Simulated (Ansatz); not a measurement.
Consider CdS in the zinc blende structure (space group F-43m, No. 216; a = 5.757 Å). Axes: x, y, z lie along the cube axes.

Modification: tensor shear ε_xy = +0.57 % (engineering shear γ = 0.0114); the atoms relax in the strained cell.

The values are results of LDA in Ansatz (plane waves to 420 eV, PAW, spin-orbit coupling left out), not measurements.

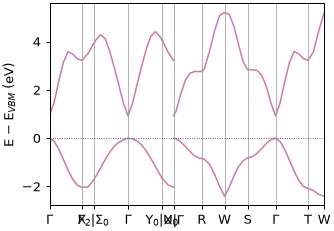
Figure: Highest valence and lowest conduction band along the path of the changed cell's own zone

The gap is 0.92 eV, direct at Γ; the base has 0.95 eV.

No phonon test of stability was made. k-point labels follow each cell's own Brillouin zone.

Ansatz is a program for electronic structure.
